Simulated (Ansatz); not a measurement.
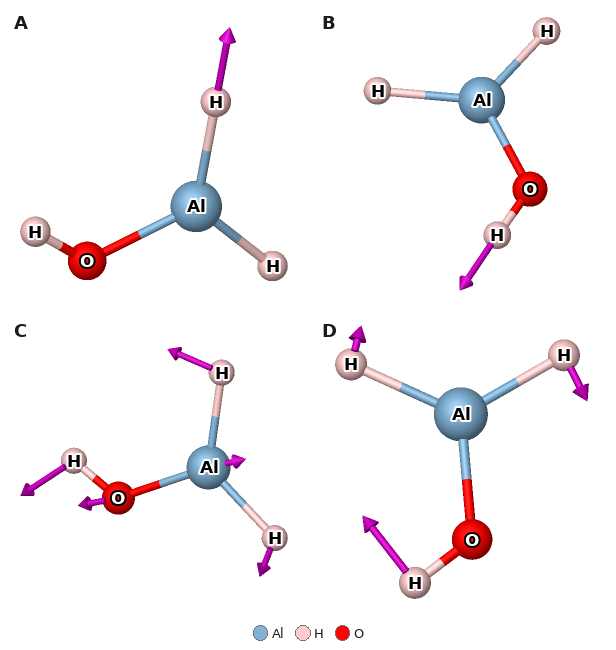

4 normal modes of one molecule or complex, as arrows. Harmonic vibrations computed with RKS PBE0-D4/def2-TZVP (Ansatz 0.2.0) at a stationary point of the same level.

Match the panels to the wavenumbers 673 cm⁻¹, 865 cm⁻¹, 1930 cm⁻¹, 3960 cm⁻¹.

A: 1930 cm⁻¹, Al–H stretching
B: 3960 cm⁻¹, O–H stretching
C: 865 cm⁻¹
D: 673 cm⁻¹, Al–O–H bending
